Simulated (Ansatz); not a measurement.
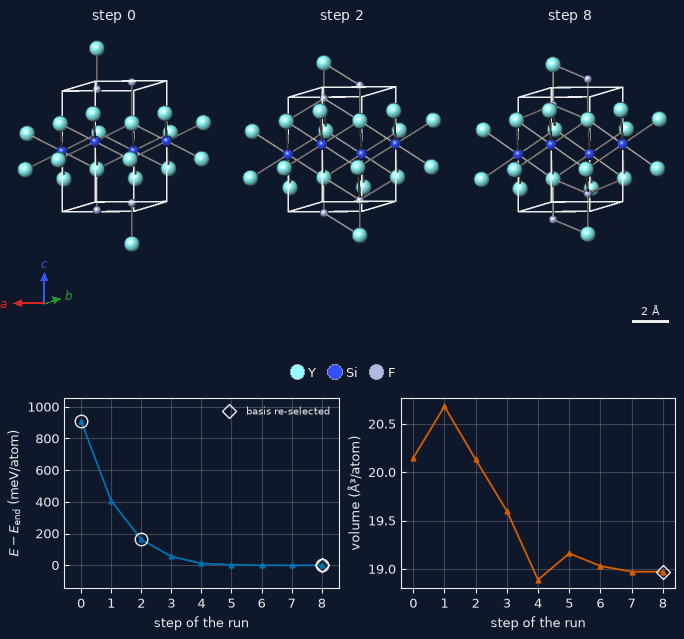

Frames of a relaxation of solid Y2SiF2 (a generated structure, set up in P-3m1) (coarse preliminary run), marked on the history of the run. A ball-and-stick model of the cell of the calculation, seen from a free direction.

These are results of DFT PBE, scalar-relativistic, plane waves, PAW (Ansatz 0.2.0), not measurements. Set-up: plane-wave cutoff 420 eV; k-point mesh 6 × 6 × 4; occupations gaussian; smearing width 0.1 eV; no spin polarisation; cell and atoms relaxed; force threshold 0.04 eV/Å; at most 70 steps.

Describe the path.

The largest moves relative to the cell, 0.55 Å, are those of F atoms. By element the largest moves are F 0.55 Å, Y 0.45 Å. Si stays in place. The volume changes by −5.8 %, with a = b 4.087 → 4.074 Å (−0.3 %), c 6.965 → 6.601 Å (−5.2 %). Near-neighbour distances that change, for instance: F–Y 3.193 → 2.571 Å, Y–Y 3.404 → 3.989 Å, Si–Y 2.659 → 2.851 Å, F–Y 2.361 → 2.340 Å. New bonds form: F–Y (3.19 → 2.57 Å). Among the angles between lasting bonds that change: Y–Si–Y 100.4° → 91.2°, Si–Y–Si 100.4° → 91.2°, Y–Si–Y 79.6° → 88.8°. The space group stays P-3m1 (No. 164). Over 7 accepted moves (8 points after the start) the energy falls by 911 meV per atom. The largest force component goes from 7.4 to 0.012 eV/Å. The pressure goes from 10.56 to −0.22 GPa. At 1 point the geometry stayed and the basis and grid were re-selected for the new cell (energy shift of 1.0 meV per atom at most each time). Cost: 57 s on 1 thread of Arm Neoverse N1, on a shared host, peak memory 0.39 GiB. From step 0 to 2: Y atoms move most (0.37 Å), energy −748 meV per atom. From step 2 to 8: F atoms move most (0.37 Å), volume −5.8 %, energy −163 meV per atom.

| step | E − E(0), meV/atom | largest force component, eV/Å | pressure, GPa | volume, Å³/atom | note |
| --- | --- | --- | --- | --- | --- |
| 0 | 0.00 | 7.3944 | 10.56 | 20.149 |  |
| 1 | -503.81 | 3.7071 | 3.87 | 20.680 |  |
| 2 | -748.38 | 2.2063 | 3.73 | 20.132 |  |
| 3 | -856.31 | 1.3403 | 1.75 | 19.600 |  |
| 4 | -900.03 | 0.8959 | 0.99 | 18.889 |  |
| 5 | -908.78 | 0.1993 | -0.25 | 19.162 |  |
| 6 | -911.55 | 0.0554 | -0.07 | 19.032 |  |
| 7 | -912.26 | 0.0119 | -0.08 | 18.972 |  |
| 8 | -911.25 | 0.0118 | -0.22 | 18.972 | same geometry, new basis |

Limits of the set-up: layers or molecules are held without a dispersion correction, so their spacing is unreliable.
